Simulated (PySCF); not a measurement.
## Run report: CoO3 (charge −1), frequency calculation

- system: CoO3, charge −1
- method: RKS-based B3LYP, Co def2-SVPD, O def2-SVPD; non-relativistic Hamiltonian; density fitting (PySCF 2.14.0)

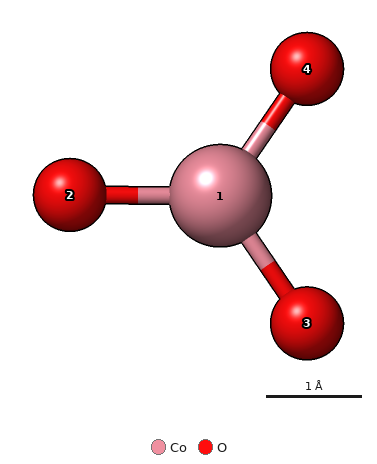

Figure 1. The input geometry (ball-and-stick view, seen on its broad side; atoms are numbered from 1 in the order of the input). Sticks mark near contacts. Bond lengths as drawn: Co–O 1.59 to 1.63 Å.

The input
```python
from pyscf import gto, scf, dft
mol = gto.M(atom='''
Co     0.036658    -0.000004     0.000000
O      1.622138    -0.000158     0.000000
O     -0.877738     1.345545     0.000000
O     -0.878000    -1.345375     0.000000''',
    basis={'Co': 'def2-SVPD', 'O': 'def2-SVPD'},
    charge=-1, spin=0)
mf = dft.RKS(mol, xc='B3LYP')
mf.grids.atom_grid = (75, 302)
aux = {'Co': 'def2-universal-JKFIT', 'O': 'def2-universal-JKFIT'}
mf = mf.density_fit(auxbasis=aux)
mf.conv_tol = 1e-09
mf.diis_space = 10
mf.max_cycle = 60
mf.verbose = 4
mf.kernel()
```

The script is an equivalent of the set-up of the self-consistent field. The run itself was carried out by a driver, which started from the orbitals of the step before it where there was one and computed the further properties.

Machine: 2 threads of Arm Neoverse N1, 98 GiB of memory available, shared host.

Command:
```bash
OMP_NUM_THREADS=2 python axn.py task.json out
```

Output
```
init E= -1608.08603268488
  HOMO = -0.0499493525293033  LUMO = 0.0182095356897269  gap/eV = 1.85470
cycle= 1 E= -1608.08603268398  delta_E= 8.98e-10  |g|= 7.82e-05  |ddm|= 3.99e-05
  HOMO = -0.0499464960008558  LUMO = 0.0182255428321545  gap/eV = 1.85506
cycle= 2 E= -1608.08603263922  delta_E= 4.48e-08  |g|= 0.000557  |ddm|= 0.000271
  HOMO = -0.0499503174765943  LUMO = 0.0182112657826661  gap/eV = 1.85477
cycle= 3 E= -1608.08603268466  delta_E= -4.54e-08  |g|= 3.53e-05  |ddm|= 0.000232
  HOMO = -0.0499493200346226  LUMO = 0.0182113514780387  gap/eV = 1.85475
cycle= 4 E= -1608.0860326849  delta_E= -2.41e-10  |g|= 1.49e-06  |ddm|= 1.96e-05
  HOMO = -0.0499492829949952  LUMO = 0.0182113734773841  gap/eV = 1.85475
cycle= 5 E= -1608.0860326849  delta_E= 9.09e-13  |g|= 8.86e-07  |ddm|= 1.49e-06
  HOMO = -0.0499491925004367  LUMO = 0.0182115037777315  gap/eV = 1.85475
Extra cycle  E= -1608.08603268488  delta_E= 1.75e-11  |g|= 5.88e-06  |ddm|= 4.84e-06
converged SCF energy = -1608.08603268488
```

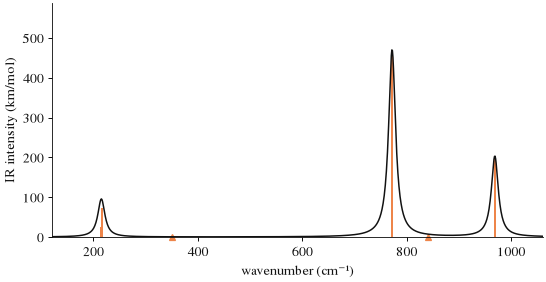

Figure 2. Harmonic infrared spectrum, unscaled: sticks (degenerate modes added up, dark ones marked on the axis) with a Lorentzian envelope of 16 cm⁻¹ full width, scaled to the tallest stick. 6 modes from 214 to 969 cm⁻¹, none imaginary. The strongest line is at 772 cm⁻¹ (470 km/mol). All modes, in cm⁻¹ (km/mol): 214 (25), 216 (72), 350 (0.0), 772 (470), 841 (0.1), 969 (202).

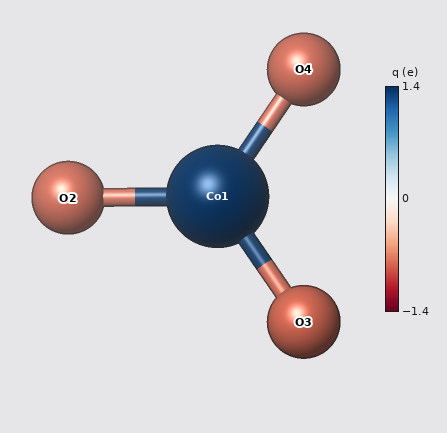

Figure 3. Mulliken charges, as the colour of each atom (ball-and-stick view, seen at a tilt; atoms are numbered from 1 in the order of the input). By element: Co +1.37 and O −0.79 e.

Summary

```csv
quantity,value
outcome,converged
total energy,−1608.086033 hartree
HOMO,−1.36 eV
LUMO,0.50 eV
zero-point energy,0.007662 hartree
"wavenumbers, lowest and highest",214 and 969 cm⁻¹
wall time,71 s (CPU time 2.1 min)
peak memory,1.2 GiB
```

Remarks

The run takes a singlet; with an open-shell metal another spin state may lie lower.
